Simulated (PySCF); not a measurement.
The calculation's input:

```
{"job": {"kind": "nmr", "xc": "PBE0", "basis": "pcSseg-1", "pop": false}, "charge": 0, "multiplicity": 1}
O     -0.603142     1.191775    -0.020244
C     -0.369526     0.022835    -0.060128
O      0.719640    -0.560632     0.410510
H     -1.034318    -0.737233    -0.497981
H      1.321833     0.094664     0.803024
```

Run with:

```sh
OMP_NUM_THREADS=1 python ens_run.py task.json out
```

Geometry: GFN2-xTB.

Theory: PBE0/pcSseg-1, SCF density, gas phase, non-relativistic (PySCF 2.14.0).

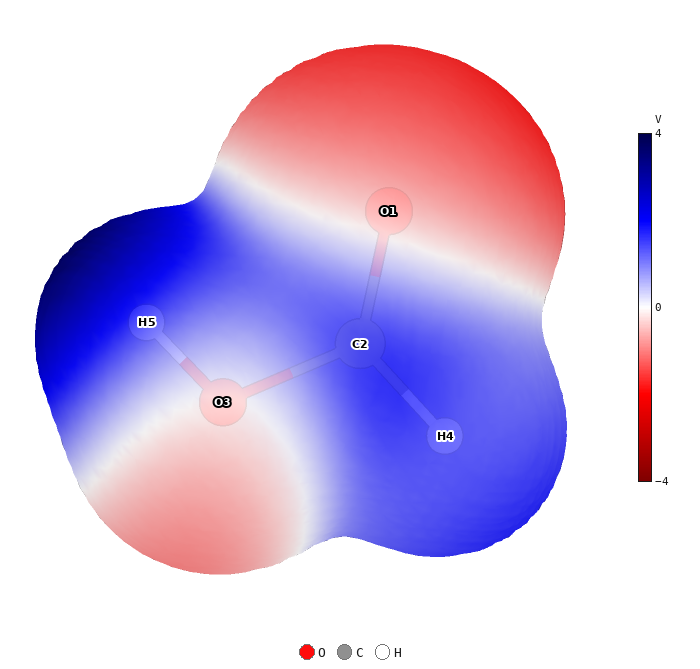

CH₂O₂. The electrostatic potential painted on the density surface at 0.004 e/bohr³, seen across its widest extent; red is negative and blue positive.

Where is the surface potential most negative and most positive?

The most negative region (about −1.8 V) lies over O1, the most positive (about +3.7 V) over H5. O1 is the likeliest acceptor of a hydrogen bond.

What dipole moment does the calculation give?

Its dipole moment is 1.67 D.
